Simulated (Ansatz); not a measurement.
## How methods differ on GeH2Cl (SMILES [Cl][GeH2])

GeH2Cl: 4 atoms, total charge 0, spin state doublet. SMILES: `[Cl][GeH2]`. The shape was relaxed beforehand at B3LYP/def2-SVP.

```xyz
4

Cl   -1.5852    0.3107    1.0079
Ge    0.1061   -0.4636   -0.1434
H     0.0842    0.2631   -1.5204
H     1.3948   -0.1102    0.6560
```

Quantity: the adiabatic ionisation energy (to the singlet cation, shapes relaxed at B3LYP/def2-SVP, no zero-point term), in eV. The values are calculated.

```csv
level,kind,program,value (eV),less CCSD(T)/def2-TZVPP,CPU time (all runs)
UHF/def2-TZVPP,Hartree–Fock,Ansatz,7.57,-0.32,8.5 s
UPBE/def2-TZVPP,GGA,Ansatz,7.92,+0.03,5.5 s
U-r2SCAN/def2-TZVPP,meta-GGA,Ansatz,8.09,+0.20,15 s
UB3LYP/def2-TZVPP,global hybrid,Ansatz,8.04,+0.15,10 s
U-wB97M-V/def2-TZVPP,range-separated hybrid,Ansatz,7.91,+0.02,28 s
UCAM-B3LYP/def2-TZVPP,range-separated hybrid,Ansatz,8.05,+0.16,13 s
UB2PLYP/def2-TZVPP,double hybrid,Ansatz,7.90,+0.01,17 s
RPA@PBE/def2-TZVPP,RPA,Ansatz,8.14,+0.25,16 s
UCCSD(T)/def2-TZVPP,coupled cluster or CI,Ansatz,7.89,0.00,45 s
```

UCCSD(T)/def2-TZVPP is the highest level here, not the true value. All-electron rows without a relativistic Hamiltonian named are non-relativistic. The values span 7.57 to 8.14 eV. In the correlated wave-function rows the outer d shell of Ge is correlated, in sets not made for it. Times are those of the runs behind each value, whatever else they computed, on shared processors of several kinds: orders of magnitude only.

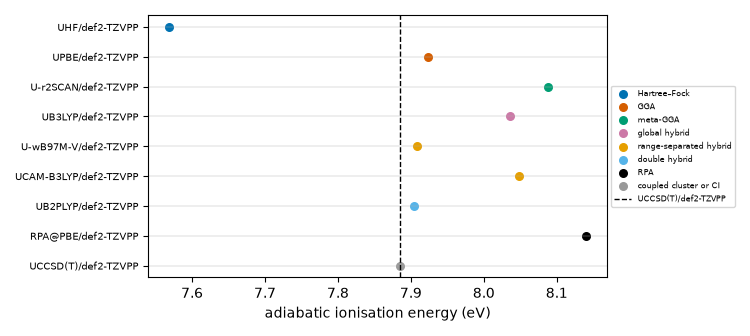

The values of the table, level by level.
